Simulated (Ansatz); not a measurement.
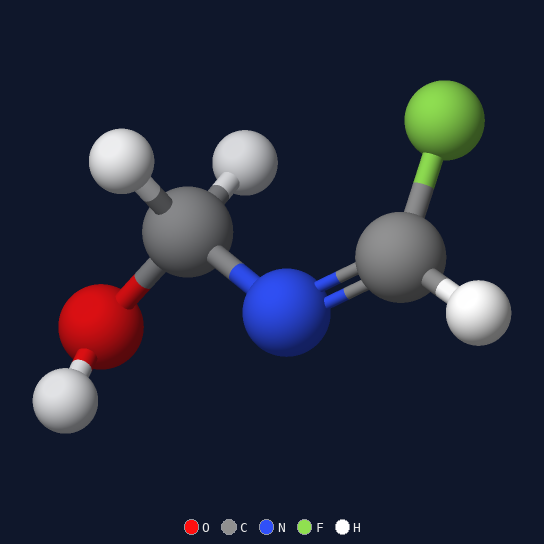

The picture shows a molecular structure as a ball-and-stick model. Multiple sticks mark multiple bonds (one Kekulé form).

Computed geometry: PBE0-D4/def2-TZVP optimisation.

Count the atoms of each element.

Answer. C2H4FNO, 9 atoms: 2 carbon, 4 hydrogen, 1 fluorine, 1 nitrogen and 1 oxygen.

Count the bonded pairs by element.

Answer. 3 C–H, 2 C–N, 1 C–O, 1 C–F, 1 O–H.

How many sets of symmetry-equivalent atoms are there?

Answer. 9: 1 O, 1 C, 1 N, 1 C, 1 F, 1 H, 1 H, 1 H, 1 H.

Does it have rings?

Answer. It has no ring.

More results for the same structure follow; atom numbers are the same in all pictures, views and colours differ.

## Shape

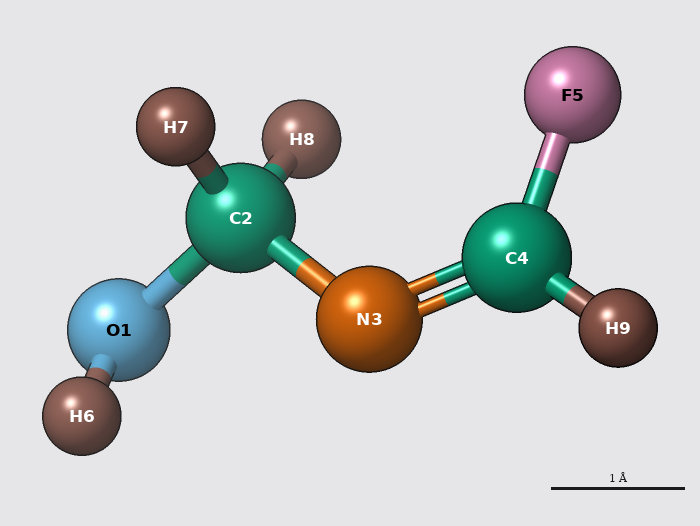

The atoms are numbered.

What is the geometry at O1?

Answer. O1 has 2 neighbours (C2 at 1.39, H6 at 0.96 Å); the arrangement is bent.

How are the neighbours of atom 4 arranged?

Answer. C4 has 3 neighbours (N3 at 1.24, F5 at 1.35, H9 at 1.09 Å); the arrangement is trigonal planar.

What is the geometry at C2?

Answer. C2 has 4 neighbours (O1 at 1.39, N3 at 1.44, H7 at 1.10, H8 at 1.09 Å); the arrangement is tetrahedral.

How are the neighbours of atom 3 arranged?

Answer. N3 has 2 neighbours (C2 at 1.44, C4 at 1.24 Å); the arrangement is bent.

What is the dihedral angle O1–C2–N3–C4?

Answer. 157° in size, that is anti.

## Dipole moment

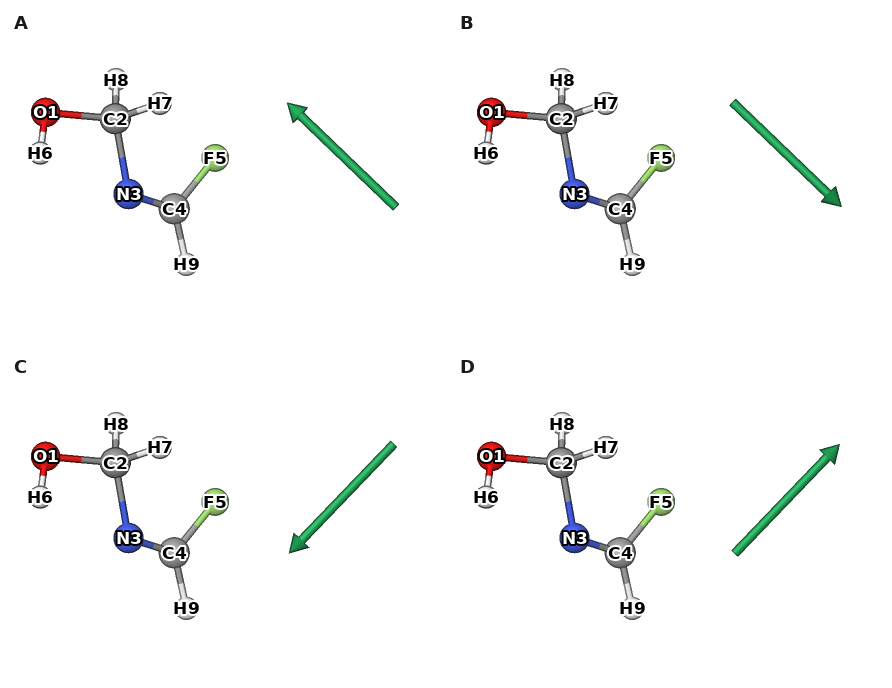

The same molecule four times, each with an arrow. Level of theory: RKS PBE0-D4/def2-TZVP (Ansatz 0.2.0).

Which arrow points along the dipole moment, from the negative to the positive end?

Answer. B. The dipole moment is 1.73 D; it points from the side of O1 to the side of H9 (the outermost atoms at the two ends).

## Charges

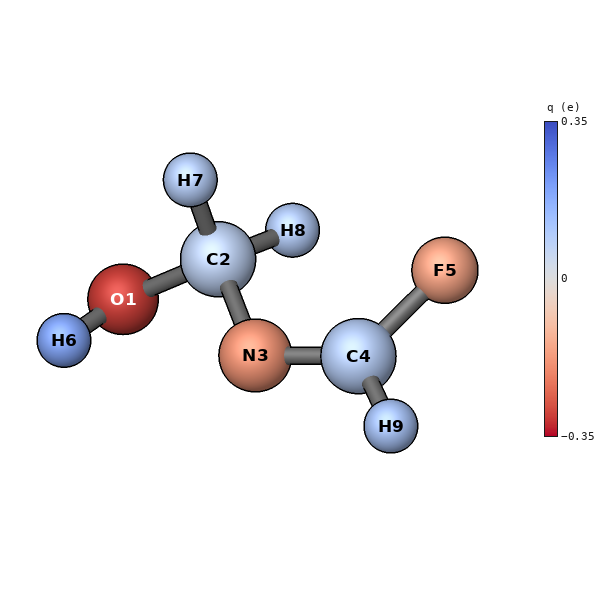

Atoms are coloured by their Mulliken charges. Method: RKS PBE-D4/def2-TZVPP (Ansatz 0.2.0).

List the Mulliken charges.

```tsv
atom	value (e)
O1	−0.30
C2	0.07
N3	−0.18
C4	0.09
F5	−0.15
H6	0.19
H7	0.09
H8	0.09
H9	0.11
```

## Vibrations

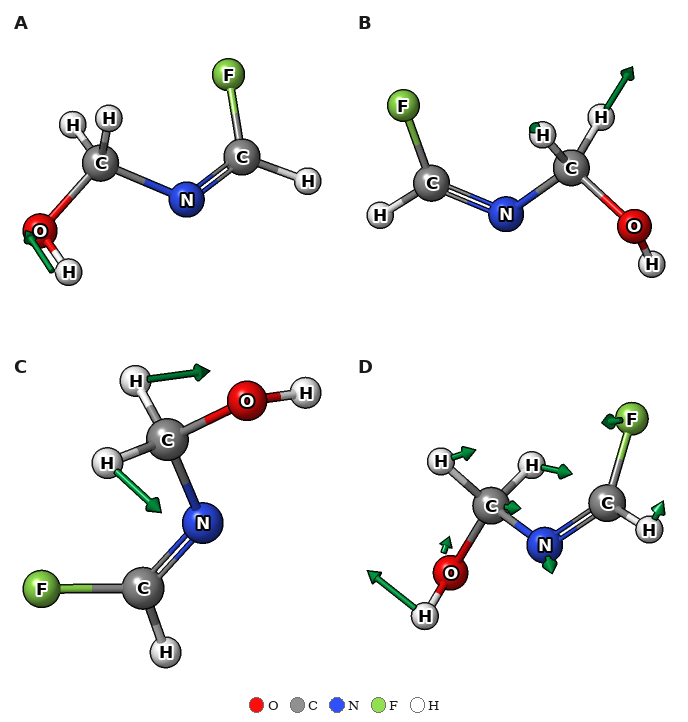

4 normal modes of one molecule or complex, as arrows. Harmonic vibrations computed with RKS PBE0-D4/def2-TZVP (Ansatz 0.2.0) at a stationary point of the same level.

Match the panels to the wavenumbers 192 cm⁻¹, 1497 cm⁻¹, 2996 cm⁻¹, 3848 cm⁻¹.

Answer. A: 3848 cm⁻¹, O–H stretching
B: 2996 cm⁻¹, C–H stretching
C: 1497 cm⁻¹, H–C–H bending
D: 192 cm⁻¹

## Thermal motion

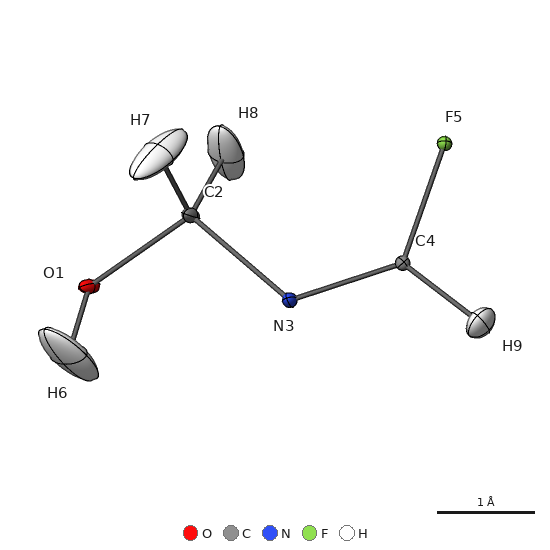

Displacement ellipsoids at the 50 % level, from the internal vibrations of the free molecule (harmonic, no overall translation or rotation; no half-axis is drawn under 0.075 Å). Vibrations computed with RKS PBE0-D4/def2-TZVP (Ansatz 0.2.0). Temperature: 100 K.

Which atom has the largest mean-square displacement?

Answer. H6, with U_eq = 0.0408 Å².

Does H6 move more along its bond or across it?

Answer. Across it: the root-mean-square amplitude is 0.097 Å along the bond and up to 0.301 Å across, since bending and torsion are softer than stretching.

Give the displacement parameters, one line for each set of equivalent atoms.

```json
{"atom": "O1", "U_eq (Å²)": "0.0042", "rms amplitudes (Å)": "0.032, 0.036, 0.101"}
{"atom": "C2", "U_eq (Å²)": "0.0058", "rms amplitudes (Å)": "0.036, 0.043, 0.119"}
{"atom": "N3", "U_eq (Å²)": "0.0036", "rms amplitudes (Å)": "0.029, 0.046, 0.088"}
{"atom": "C4", "U_eq (Å²)": "0.0011", "rms amplitudes (Å)": "0.030, 0.034, 0.038"}
{"atom": "F5", "U_eq (Å²)": "0.0026", "rms amplitudes (Å)": "0.023, 0.048, 0.070"}
{"atom": "H6", "U_eq (Å²)": "0.0408", "rms amplitudes (Å)": "0.079, 0.160, 0.301"}
{"atom": "H7", "U_eq (Å²)": "0.0355", "rms amplitudes (Å)": "0.085, 0.119, 0.292"}
{"atom": "H8", "U_eq (Å²)": "0.0369", "rms amplitudes (Å)": "0.083, 0.127, 0.297"}
{"atom": "H9", "U_eq (Å²)": "0.0139", "rms amplitudes (Å)": "0.077, 0.115, 0.150"}
```

Mulliken values depend strongly on the basis set and can even reverse the polarity of a bond.
